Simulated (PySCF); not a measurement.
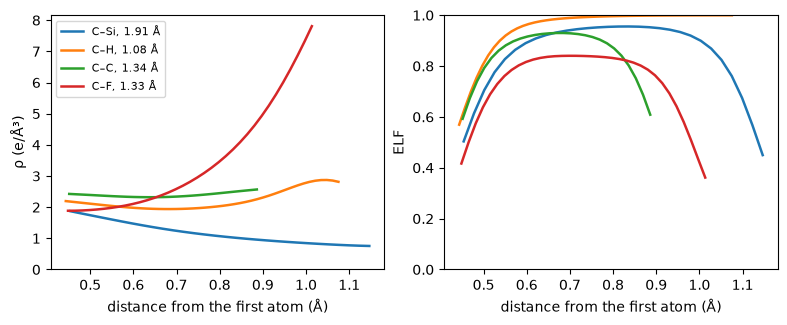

Figure. C5H6F3Si (SMILES C=C(C[SiH2])C(F)=C(F)F) (doublet). Electron density and ELF along straight lines between neighbouring atoms. The curves leave out the atomic cores.

Geometry: GFN2-xTB.

Computed with UKS B3LYP, pcH-1 on C F H Si, non-relativistic, mean-field spin-orbit, GIAO (PySCF).

```xyz
15

C     0.4731    1.9050    0.3546
C     0.0309    0.7323   -0.1201
C     0.8734   -0.1442   -0.9839
Si    1.7272   -1.4201    0.1540
C    -1.2950    0.2695    0.2603
F    -2.0271    1.1333    1.0031
C    -1.9225   -0.8731   -0.0385
F    -1.4163   -1.8864   -0.7367
F    -3.1588   -1.1667    0.3511
H    -0.1129    2.5101    1.0226
H     1.4416    2.2814    0.0787
H     0.2849   -0.6324   -1.7565
H     1.6262    0.4672   -1.4798
H     2.6353   -0.7805    1.0978
H     0.8354   -2.3874    0.7715
```

Q: What kind of bonding do the profiles show?

A: C–Si (1.91 Å): the density is about 0.89 e/Å³ at the midpoint; the ELF peaks at about 0.95 between the atoms; a shared electron pair.
C–H (1.08 Å): the density is about 2.1 e/Å³ at the midpoint; the ELF climbs to about 1 towards the hydrogen, as it does in any bond to H (an ordinary covalent bond to hydrogen).
C–C (1.34 Å): ρ at the midpoint is about 2.3 e/Å³; the ELF peaks at about 0.95 between the atoms: a multiple bond.
C–F (1.33 Å): the density is about 2.4 e/Å³ at the midpoint; the ELF peaks at about 0.85 between the atoms: a polar covalent bond.
